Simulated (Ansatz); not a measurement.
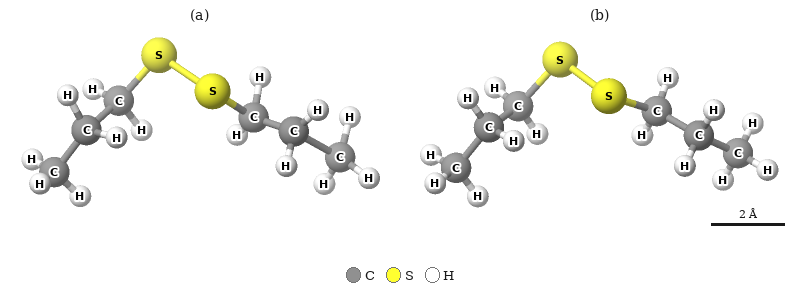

The structure of C₆H₁₄S₂ before (left) and after (right) a relaxation, at one scale.

A ball-and-stick model, seen face on.

The calculation used Ansatz 0.2.0, RKS r2SCAN50/pcseg-2.

Input
```yaml
crystal:
  periodic: [false, false, false]
  atoms:
    - {symbol: C, position_ang: [-1.478241, -3.797290, 0.786125]}
    - {symbol: C, position_ang: [-1.894548, -2.151161, 0.277611]}
    - {symbol: C, position_ang: [-0.988262, -1.214425, 0.771249]}
    - {symbol: S, position_ang: [-1.564532, 0.342872, 0.228393]}
    - {symbol: S, position_ang: [-0.520736, 1.814701, 1.295131]}
    - {symbol: C, position_ang: [0.918629, 1.993065, 0.389134]}
    - {symbol: C, position_ang: [1.077013, 2.524546, -1.060198]}
    - {symbol: C, position_ang: [2.369181, 2.562870, -1.829562]}
    - {symbol: H, position_ang: [-1.774011, -3.565452, 1.989841]}
    - {symbol: H, position_ang: [-0.444200, -3.969060, 0.593570]}
    - {symbol: H, position_ang: [-2.001264, -4.621752, 0.204543]}
    - {symbol: H, position_ang: [-1.588877, -2.396533, -0.688725]}
    - {symbol: H, position_ang: [-2.895317, -2.275659, 0.501572]}
    - {symbol: H, position_ang: [0.035392, -1.269111, 0.854324]}
    - {symbol: H, position_ang: [-1.262310, -0.906987, 1.937861]}
    - {symbol: H, position_ang: [1.691537, 2.552028, 0.973643]}
    - {symbol: H, position_ang: [1.524739, 0.886881, 0.480186]}
    - {symbol: H, position_ang: [0.147474, 1.932962, -1.570540]}
    - {symbol: H, position_ang: [0.533823, 3.551844, -0.840403]}
    - {symbol: H, position_ang: [3.146951, 3.036027, -1.131836]}
    - {symbol: H, position_ang: [2.702769, 1.512514, -1.755808]}
    - {symbol: H, position_ang: [2.294377, 2.858248, -2.557943]}
basis:
  gaussian: {orbitals: pcseg-2}
hamiltonian: {xc: {name: r2SCAN50}}
accuracy: high
relax: {f_tol: 0.001, max_steps: 3}
output: {forces: true}
```

Run as
```bash
ansatz run in.yaml --threads 4 --pin off --events-out ev --progress --plain --max-ram 66560MiB --backend cuda --devices 0, --max-vram 37GiB
```

Question: Describe what moved and what it gained.

Answer: The run was cut off at its time limit before the relaxation converged, so the last structure is only a point on the way. The input was poor on purpose: steps. The atom that moves furthest after the best rigid fit is H11 (0.23 Å). By element the largest moves are H 0.23 Å, C 0.20 Å, S 0.17 Å. Near-neighbour distances that change, for instance: C8–H22 0.790 → 1.082 Å, C1–C2 1.772 → 1.507 Å, C1–H9 1.261 → 1.085 Å, C3–H15 1.237 → 1.087 Å. Bond angles that change, for instance: C1–C2–H12 88.8° → 109.6°, C3–C2–H13 129.4° → 108.9°, C2–C3–H14 129.8° → 109.9°. After 2 geometry steps the energy has fallen by 7.752 eV. Largest force component: 27 eV/Å at the start, 0.38 eV/Å at the end.
